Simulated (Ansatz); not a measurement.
# CF2O2Si: one molecule under many settings

Aim: run CF2O2Si under a spread of inputs, and see what each costs and gives.

Method: the settings change from run to run; program: Ansatz 0.2.0, Gaussian basis.

## 1. The relaxed structure

The geometry comes from an earlier relaxation with PBE0-D4 in a triple-zeta def2 set; it is a stationary point.

SMILES `O=C1O[Si]1(F)F`, 6 atoms, charge 0, spin multiplicity 1.

Atoms are counted from 1 here; the program's logs count them from 0.

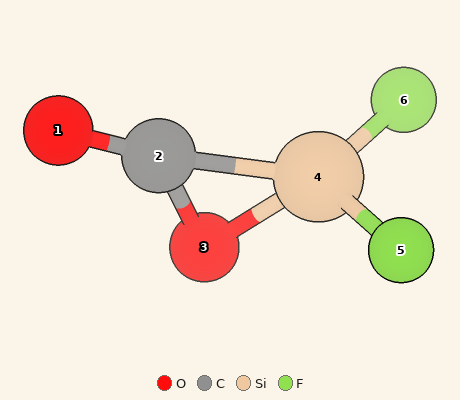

The geometry (oxygen red, carbon grey, silicon light orange, fluorine green); atoms are numbered from 1 in the order of the file.

## 2. revPBE/def2-SVPD

Options: charge -1, multiplicity 2, restricted open-shell orbitals, D3(BJ) with three-body dispersion.

Contents of in.yaml:

```yaml
crystal:
  periodic: [false, false, false]
  atoms:
    - {symbol: O, position_ang: [1.307603, -1.646418, 0.962296]}
    - {symbol: C, position_ang: [0.629548, -0.835710, 0.462605]}
    - {symbol: O, position_ang: [-0.625133, -1.010617, -0.222484]}
    - {symbol: Si, position_ang: [-0.225017, 0.586529, -0.224433]}
    - {symbol: F, position_ang: [0.092483, 1.265795, -1.598542]}
    - {symbol: F, position_ang: [-1.137284, 1.576520, 0.574360]}
basis:
  gaussian: {orbitals: def2-SVPD}
total_charge: -1
magnetization: {spin_polarized: false, initial_magnetization: 1}
hamiltonian: {xc: {name: revPBE}, dispersion: d3bjatm}
output: {forces: true}
```

Started as:

```bash
$ ansatz run in.yaml --threads 2 --pin off --events-out ev --progress --plain --max-ram 4352MiB
```

The program printed, shortened:

```text
Functional definition: revPBE
  name "revPBE"
  cite "Zhang & Yang, Phys. Rev. Lett. 80, 890 (1998) doi:10.1103/PhysRevLett.80.890"
  cite "Perdew, Burke & Ernzerhof, Phys. Rev. Lett. 77, 3865 (1996) doi:10.1103/PhysRevLett.77.3865"
[...]
1137 factors; their error is unknown
[...]
mean field -18429.65705499 eV, -677.2774047008 hartree, gradient 1.0e-5 eV, S^2 0.750000; 9 other end points of the search recorded, 0 dependent functions left out
[...]
reference -18429.65710657 eV, -677.2774065961 hartree; 28, 27 occupied and 108, 109 virtual orbitals, 1137 factors
Total energy: -18429.93151040 eV, -677.2874907510 hartree
Atom 0 at     1.307603    -1.646418     0.962296 Å, force     3.113992    -3.938944     1.804716 eV/Å
Atom 1 at     0.629548    -0.835710     0.462605 Å, force    -2.045016     4.000386     0.002203 eV/Å
Atom 2 at    -0.625133    -1.010617    -0.222484 Å, force    -2.146002    -2.944762    -1.305481 eV/Å
Atom 3 at    -0.225017     0.586529    -0.224433 Å, force     3.178177    -0.682551     1.261874 eV/Å
Atom 4 at     0.092483     1.265795    -1.598542 Å, force     0.101580     1.597059    -3.668671 eV/Å
Atom 5 at    -1.137284     1.576520     0.574360 Å, force    -2.202730     1.968811     1.905359 eV/Å
Dipole moment:    -0.325833     0.089912    -0.033478 e Å
```

Run time: 23 s. Hardware: 2 threads of Arm Neoverse V1, shared host.

Largest force 5.336 eV/Å.

## 3. PBEsol/pcseg-2

Options: density fitting with cc-pVTZ-jkfit.

Edit in.yaml of step 2 so:

```diff
@@ -10,6 +10,3 @@
 basis:
-  gaussian: {orbitals: def2-SVPD}
-total_charge: -1
-magnetization: {spin_polarized: false, initial_magnetization: 1}
-hamiltonian: {xc: {name: revPBE}, dispersion: d3bjatm}
-output: {forces: true}
+  gaussian: {orbitals: pcseg-2, fitting: {mean_field: cc-pVTZ-jkfit}}
+hamiltonian: {xc: {name: PBEsol}}
```

Launched as before.

The program printed:

```text
Functional definition: PBEsol
  name "PBEsol"
  cite "Perdew et al., Phys. Rev. Lett. 100, 136406 (2008) doi:10.1103/PhysRevLett.100.136406"
  cite "Perdew, Burke & Ernzerhof, Phys. Rev. Lett. 77, 3865 (1996) doi:10.1103/PhysRevLett.77.3865"
  parent pbesol
  exchange = pbesol_x
  correlation = pbesol_c
516 factors; integrals over basis functions are off by at most 8.2e-1 eV
mean field evaluation 1: about -18380.0019 eV, gradient 7.3e1 eV
mean field evaluation 2: about -18337.1108 eV, gradient 1.6e2 eV
mean field evaluation 4: about -18388.3679 eV, gradient 1.4e1 eV
mean field evaluation 8: about -18388.6454 eV, gradient 9.4e-2 eV
mean field -18388.64409859 eV, -675.7702063524 hartree, gradient 4.4e-5 eV, S^2 0.000000; 0 other end points of the search recorded, 0 dependent functions left out
reference -18388.64413210 eV, -675.7702075840 hartree; 27, 27 occupied and 157, 157 virtual orbitals, 516 factors
Total energy: -18388.64413210 eV, -675.7702075840 hartree
```

Wall time 1.6 s (2 threads of Arm Neoverse V1, shared host).

## 4. HSE06/ANO-RCC-VTZP

This run has multiplicity 3, density fitting with def2-universal-jkfit.

Edit in.yaml of step 3 so:

```diff
@@ -10,3 +10,4 @@
 basis:
-  gaussian: {orbitals: pcseg-2, fitting: {mean_field: cc-pVTZ-jkfit}}
-hamiltonian: {xc: {name: PBEsol}}
+  gaussian: {orbitals: ANO-RCC-VTZP, fitting: {mean_field: def2-universal-jkfit}}
+magnetization: {spin_polarized: true, initial_magnetization: 2}
+hamiltonian: {xc: {name: HSE06}}
```

Launched as before.

The program printed, shortened:

```text
Functional definition: HSE06
  name "HSE06"
  cite "Heyd, Scuseria & Ernzerhof, J. Chem. Phys. 118, 8207 (2003) doi:10.1063/1.1564060"
  cite "Krukau, Vydrov, Izmaylov & Scuseria, J. Chem. Phys. 125, 224106 (2006) doi:10.1063/1.2404663"
  cite "Heyd & Scuseria, J. Chem. Phys. 120, 7274 (2004) doi:10.1063/1.1668634"
  cite "Ernzerhof & Perdew, J. Chem. Phys. 109, 3313 (1998) doi:10.1063/1.476928"
  cite "Perdew, Burke & Ernzerhof, Phys. Rev. Lett. 77, 3865 (1996) doi:10.1103/PhysRevLett.77.3865"
  parent pbe
[...]
  # The whole range is PBE's own exchange, as in plane waves. The composition of these papers is wPBEh.
[...]
511 factors; integrals over basis functions are off by at most 4.1e-1 eV
511 factors; integrals over basis functions are off by at most 1.9e-7 eV
[...]
mean field -18456.84033100 eV, -678.2763716684 hartree, gradient 1.4e-5 eV, S^2 2.011677; 2 other end points of the search recorded, 0 dependent functions left out
reference -18456.84040166 eV, -678.2763742651 hartree; 28, 26 occupied and 156, 158 virtual orbitals, 511 factors
Total energy: -18456.84040166 eV, -678.2763742651 hartree
Relativity: scalar
```

Run time: 12 s. Hardware: 2 threads of Arm Neoverse V1, shared host; peak memory 0.58 GiB.

⟨S²⟩ 2.012.

## 5. B2PLYP/def2-TZVP

Options: the search for lower states set to light.

Edit in.yaml of step 4 so:

```diff
@@ -10,4 +10,5 @@
 basis:
-  gaussian: {orbitals: ANO-RCC-VTZP, fitting: {mean_field: def2-universal-jkfit}}
-magnetization: {spin_polarized: true, initial_magnetization: 2}
-hamiltonian: {xc: {name: HSE06}}
+  gaussian: {orbitals: def2-TZVP}
+hamiltonian: {xc: {name: B2PLYP}}
+scf: {lower_state_search: light}
+output: {forces: true}
```

Launched as before.

The program printed, shortened:

```text
Functional definition: B2PLYP
  name "B2PLYP"
  cite "Grimme, J. Chem. Phys. 124, 034108 (2006) doi:10.1063/1.2148954"
  cite "Becke, Phys. Rev. A 38, 3098 (1988) doi:10.1103/PhysRevA.38.3098"
  cite "Lee, Yang & Parr, Phys. Rev. B 37, 785 (1988) doi:10.1103/PhysRevB.37.785"
[...]
1246 factors; integrals over basis functions are off by at most 8.8e-4 eV
[...]
mean field -18430.45980465 eV, -677.3069052064 hartree, gradient 7.6e-6 eV, S^2 0.000000; 0 other end points of the search recorded, 0 dependent functions left out
10 core orbitals not correlated: weight in the atoms' cores, before any rotation towards them, 1.000 or more for the frozen orbitals, at most 0.000 for the correlated occupied ones
reference -18430.45993777 eV, -677.3069100986 hartree; 17, 17 occupied and 165, 165 virtual orbitals, 1246 factors
second order -39.96270198 eV of doubles, -0.00000000 eV of singles
[...]
Total energy: -18441.24986730 eV, -677.7034326953 hartree
Atom 0 at     1.307603    -1.646418     0.962296 Å, force     0.379960    -0.461257     0.281003 eV/Å
Atom 1 at     0.629548    -0.835710     0.462605 Å, force     0.182121     0.475127     0.035118 eV/Å
Atom 2 at    -0.625133    -1.010617    -0.222484 Å, force    -0.550918    -0.258871    -0.274784 eV/Å
Atom 3 at    -0.225017     0.586529    -0.224433 Å, force     0.019972     0.056010     0.003305 eV/Å
Atom 4 at     0.092483     1.265795    -1.598542 Å, force     0.040472     0.080327    -0.121328 eV/Å
Atom 5 at    -1.137284     1.576520     0.574360 Å, force    -0.071607     0.108665     0.076685 eV/Å
Dipole moment:    -0.074636     0.413850    -0.101428 e Å
```

It took 16 s on 2 threads of Arm Neoverse V1, shared host; peak memory 0.61 GiB.

Largest force 0.668 eV/Å, dipole 2.08 D.

## 6. r2SCAN/def2-TZVPD

Options: D3(BJ) dispersion.

Edit in.yaml of step 5 so:

```diff
@@ -10,5 +10,4 @@
 basis:
-  gaussian: {orbitals: def2-TZVP}
-hamiltonian: {xc: {name: B2PLYP}}
-scf: {lower_state_search: light}
+  gaussian: {orbitals: def2-TZVPD}
+hamiltonian: {xc: {name: r2SCAN}, dispersion: d3bj}
 output: {forces: true}
```

Same command.

The program printed, shortened:

```text
Warning: the engine holds no damping parameters fitted to this dispersion correction and functional, so the run takes those fitted to r2scan beside the three-body term, which d3bj leaves out (hamiltonian.dispersion, under Limitations)
Functional definition: r2SCAN
  name "r2SCAN"
  cite "Furness, Kaplan, Ning, Perdew & Sun, J. Phys. Chem. Lett. 11, 8208 (2020) doi:10.1021/acs.jpclett.0c02405"
  cite "Furness, Kaplan, Ning, Perdew & Sun, J. Phys. Chem. Lett. 11, 9248 (2020) doi:10.1021/acs.jpclett.0c03077"
  parent r2scan
[...]
1211 factors; their error is unknown
[...]
mean field -18445.31209526 eV, -677.8527168193 hartree, gradient 1.4e-5 eV, S^2 0.000000; 0 other end points of the search recorded, 0 dependent functions left out
[...]
reference -18445.31211838 eV, -677.8527176689 hartree; 27, 27 occupied and 213, 213 virtual orbitals, 1211 factors
Total energy: -18445.34060610 eV, -677.8537645731 hartree
Atom 0 at     1.307603    -1.646418     0.962296 Å, force     0.270305    -0.404562     0.210834 eV/Å
Atom 1 at     0.629548    -0.835710     0.462605 Å, force     0.142729     0.450736     0.016313 eV/Å
Atom 2 at    -0.625133    -1.010617    -0.222484 Å, force    -0.458230    -0.243445    -0.224531 eV/Å
Atom 3 at    -0.225017     0.586529    -0.224433 Å, force     0.151489     0.109962     0.070023 eV/Å
Atom 4 at     0.092483     1.265795    -1.598542 Å, force     0.000523     0.030084    -0.131139 eV/Å
Atom 5 at    -1.137284     1.576520     0.574360 Å, force    -0.106816     0.057224     0.058501 eV/Å
Dipole moment:    -0.093575     0.394635    -0.109398 e Å
```

It took 8 s on 2 threads of Arm Neoverse V1, shared host.

Largest force 0.565 eV/Å, dipole 2.02 D.

## 7. wB97/def2-SVP

Edit in.yaml of step 6 so:

```diff
@@ -10,4 +10,3 @@
 basis:
-  gaussian: {orbitals: def2-TZVPD}
-hamiltonian: {xc: {name: r2SCAN}, dispersion: d3bj}
-output: {forces: true}
+  gaussian: {orbitals: def2-SVP}
+hamiltonian: {xc: {name: wB97}}
```

Same command.

The program printed, shortened:

```text
Functional definition: wB97
  name "wB97"
  cite "Chai & Head-Gordon, J. Chem. Phys. 128, 084106 (2008) doi:10.1063/1.2834918"
  cite "Becke, J. Chem. Phys. 107, 8554 (1997) doi:10.1063/1.475007"
[...]
  # The coefficients of nought are those of the uniform gas.
[...]
      + integral(e_c_pw_opposite_spin*poly(b97_u_opposite, 1, cos1, cos2, cos3, cos4))
936 factors; their error is unknown
259 factors; integrals over basis functions are off by at most 6.3e-6 eV
[...]
mean field -18432.13841807 eV, -677.3685931120 hartree, gradient 4.4e-5 eV, S^2 0.000000; 0 other end points of the search recorded, 0 dependent functions left out
reference -18432.13841168 eV, -677.3685928772 hartree; 27, 27 occupied and 61, 61 virtual orbitals, 936 factors
Total energy: -18432.13841168 eV, -677.3685928772 hartree
```

It took 3 s on 2 threads of Arm Neoverse V1, shared host.

## 8. SVWN5/x2c-TZVPPall

Options: charge +1, multiplicity 2, relativity set to scalar.

Edit in.yaml of step 7 so:

```diff
@@ -10,3 +10,6 @@
 basis:
-  gaussian: {orbitals: def2-SVP}
-hamiltonian: {xc: {name: wB97}}
+  gaussian: {orbitals: x2c-TZVPPall}
+total_charge: 1
+magnetization: {spin_polarized: true, initial_magnetization: 1}
+hamiltonian: {xc: {name: SVWN5}, pseudopotentials: {relativity: scalar}}
+output: {forces: true}
```

Same command.

The program printed, shortened:

```text
Functional definition: SVWN5
  name "SVWN5"
  cite "Dirac, Proc. Camb. Phil. Soc. 26, 376 (1930) doi:10.1017/S0305004100016108"
  cite "Slater, Phys. Rev. 81, 385 (1951) doi:10.1103/PhysRev.81.385"
  cite "Vosko, Wilk & Nusair, Can. J. Phys. 58, 1200 (1980) doi:10.1139/p80-159"
[...]
1096 factors; their error is unknown
[...]
mean field -18360.77704289 eV, -674.7461109444 hartree, gradient 4.1e-5 eV, S^2 0.751818; 1 other end points of the search recorded, 0 dependent functions left out
[...]
reference -18360.77706783 eV, -674.7461118611 hartree; 27, 26 occupied and 170, 171 virtual orbitals, 1096 factors
Total energy: -18360.77706783 eV, -674.7461118611 hartree
Relativity: scalar
Atom 0 at     1.307603    -1.646418     0.962296 Å, force     0.188961     1.065098    -0.045375 eV/Å
Atom 1 at     0.629548    -0.835710     0.462605 Å, force    -0.597583    -3.859166     0.213673 eV/Å
Atom 2 at    -0.625133    -1.010617    -0.222484 Å, force     1.786351     0.491725     0.940676 eV/Å
Atom 3 at    -0.225017     0.586529    -0.224433 Å, force    -2.682222     4.070913    -2.100171 eV/Å
Atom 4 at     0.092483     1.265795    -1.598542 Å, force     0.330037    -0.802880     1.064923 eV/Å
Atom 5 at    -1.137284     1.576520     0.574360 Å, force     0.974456    -0.965690    -0.073727 eV/Å
Dipole moment:     0.255170    -0.216704     0.175401 e Å
```

Run time: 3.7 s. Hardware: 2 threads of Arm Neoverse V1, shared host.

Largest force 5.308 eV/Å, ⟨S²⟩ 0.752.

## 9. PBE0/STO-3G

This run has D3(BJ) dispersion.

Edit in.yaml of step 8 so:

```diff
@@ -10,6 +10,4 @@
 basis:
-  gaussian: {orbitals: x2c-TZVPPall}
-total_charge: 1
-magnetization: {spin_polarized: true, initial_magnetization: 1}
-hamiltonian: {xc: {name: SVWN5}, pseudopotentials: {relativity: scalar}}
+  gaussian: {orbitals: STO-3G}
+hamiltonian: {xc: {name: PBE0}, dispersion: d3bj}
 output: {forces: true}
```

Same command.

The program printed, shortened:

```text
Functional definition: PBE0
  name "PBE0"
  cite "Adamo & Barone, J. Chem. Phys. 110, 6158 (1999) doi:10.1063/1.478522"
  cite "Perdew, Burke & Ernzerhof, Phys. Rev. Lett. 77, 3865 (1996) doi:10.1103/PhysRevLett.77.3865"
  parent pbe
[...]
457 factors; integrals over basis functions are off by at most 2.1e-5 eV
[...]
mean field -18189.55656642 eV, -668.4538744915 hartree, gradient 3.1e-5 eV, S^2 0.000000; 0 other end points of the search recorded, 0 dependent functions left out
[...]
reference -18189.55657519 eV, -668.4538748140 hartree; 27, 27 occupied and 7, 7 virtual orbitals, 457 factors
Total energy: -18189.65165322 eV, -668.4573688671 hartree
Atom 0 at     1.307603    -1.646418     0.962296 Å, force     4.496441    -4.841311     3.237155 eV/Å
Atom 1 at     0.629548    -0.835710     0.462605 Å, force    -4.052488     4.700396    -2.965753 eV/Å
Atom 2 at    -0.625133    -1.010617    -0.222484 Å, force    -1.476984    -3.006206    -0.406021 eV/Å
Atom 3 at    -0.225017     0.586529    -0.224433 Å, force     2.218354     0.770514     1.145318 eV/Å
Atom 4 at     0.092483     1.265795    -1.598542 Å, force     0.364367     0.946483    -2.196335 eV/Å
Atom 5 at    -1.137284     1.576520     0.574360 Å, force    -1.549690     1.430123     1.185636 eV/Å
Dipole moment:    -0.103599     0.448918    -0.122835 e Å
```

Run time: 0.75 s. Hardware: 2 threads of Arm Neoverse V1, shared host.

Largest force 7.358 eV/Å, dipole 2.29 D.

## 10. rPW86-PBE/def2-mTZVP

Options: unrestricted orbitals, coordinates scaled by 1.12, a point charge of 0.50 e beside it, the search for lower states set to light.

Contents of in.yaml:

```yaml
crystal:
  periodic: [false, false, false]
  atoms:
    - {symbol: O, position_ang: [1.464516, -1.843988, 1.077772]}
    - {symbol: C, position_ang: [0.705094, -0.935995, 0.518117]}
    - {symbol: O, position_ang: [-0.700149, -1.131891, -0.249182]}
    - {symbol: Si, position_ang: [-0.252019, 0.656912, -0.251365]}
    - {symbol: F, position_ang: [0.103581, 1.417690, -1.790368]}
    - {symbol: F, position_ang: [-1.273758, 1.765703, 0.643283]}
basis:
  gaussian: {orbitals: def2-mTZVP, point_charges: [{charge: 0.50, position_ang: [4.388, -0.637, 0.561]}]}
magnetization: {spin_polarized: true, initial_magnetization: 0}
hamiltonian: {xc: {name: rPW86-PBE}}
scf: {lower_state_search: light}
output: {forces: true}
```

Launched as before.

The program printed, shortened:

```text
Functional definition: rPW86-PBE
  name "rPW86-PBE"
  cite "Murray, Lee & Langreth, J. Chem. Theory Comput. 5, 2754 (2009) doi:10.1021/ct900365q"
  cite "Perdew, Burke & Ernzerhof, Phys. Rev. Lett. 77, 3865 (1996) doi:10.1103/PhysRevLett.77.3865"
  parent pbe
[...]
988 factors; their error is unknown
[...]
mean field -18474.09998680 eV, -678.9106523202 hartree, gradient 4.1e-5 eV, S^2 0.000000; 0 other end points of the search recorded, 0 dependent functions left out
[...]
reference -18474.10007580 eV, -678.9106555909 hartree; 27, 27 occupied and 100, 100 virtual orbitals, 988 factors
Total energy: -18474.10007580 eV, -678.9106555909 hartree
Atom 0 at     1.464516    -1.843988     1.077772 Å, force    -4.295207     5.325124    -3.314459 eV/Å
Atom 1 at     0.705094    -0.935995     0.518117 Å, force     1.228874    -3.676815     1.214897 eV/Å
Atom 2 at    -0.700149    -1.131891    -0.249182 Å, force     2.711076     2.594519     1.171605 eV/Å
Atom 3 at    -0.252019     0.656912    -0.251365 Å, force    -1.000351    -0.427860    -0.352517 eV/Å
Atom 4 at     0.103581     1.417690    -1.790368 Å, force    -0.646176    -1.511270     3.011400 eV/Å
Atom 5 at    -1.273758     1.765703     0.643283 Å, force     2.055878    -2.218465    -1.774132 eV/Å
Dipole moment:    -0.164759     0.328273    -0.075818 e Å
```

It took 7.5 s on 2 threads of Arm Neoverse V1, shared host.

Largest force 7.602 eV/Å, dipole 1.80 D, ⟨S²⟩ 0.000.

## 11. The runs in one table

```csv
level,charge,multiplicity,geometry,functions,energy (eV),time
revPBE/def2-SVPD,-1,2,relaxed,136,-18429.932,23 s
PBEsol/pcseg-2,0,1,relaxed,184,-18388.644,1.6 s
HSE06/ANO-RCC-VTZP,0,3,relaxed,184,-18456.840,12 s
B2PLYP/def2-TZVP,0,1,relaxed,192,-18441.250,16 s
r2SCAN/def2-TZVPD,0,1,relaxed,240,-18445.341,8 s
wB97/def2-SVP,0,1,relaxed,88,-18432.138,3 s
SVWN5/x2c-TZVPPall,1,2,relaxed,197,-18360.777,3.7 s
PBE0/STO-3G,0,1,relaxed,34,-18189.652,0.75 s
rPW86-PBE/def2-mTZVP,0,1,"scaled, point charge",127,-18474.100,7.5 s
```

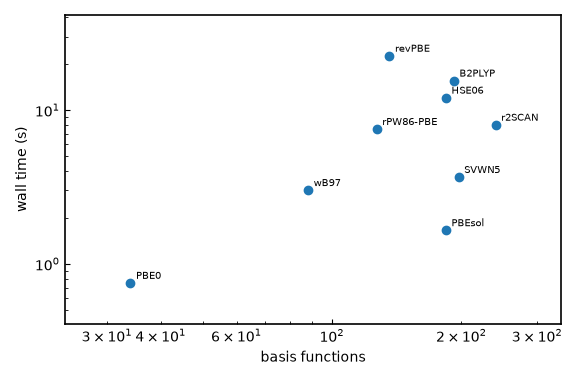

Wall time against the number of basis functions (shared host).

## 12. Summary of results

| quantity | value |
| --- | --- |
| runs | 9 |
| quickest | PBE0/STO-3G, 0.75 s |
| slowest | revPBE/def2-SVPD, 23 s |
| spread of total energies, same state and geometry | 255.7 eV |
| dipole, same state and geometry | 2.02 to 2.29 D |

What this shows: Run time spans a factor of 30, from PBE0/STO-3G to revPBE/def2-SVPD. The jobs differ in tasks and options as well as level. Total energies at one charge and spin differ by 256 eV between levels, so only differences within one level mean anything. At the PBE0-D4/def2-TZVP geometry and in the same state, runs without warnings or point charges leave forces up to 7.36 eV/Å (PBE0/STO-3G). At that geometry and state the dipole changes by 14 % between the lowest and highest value.
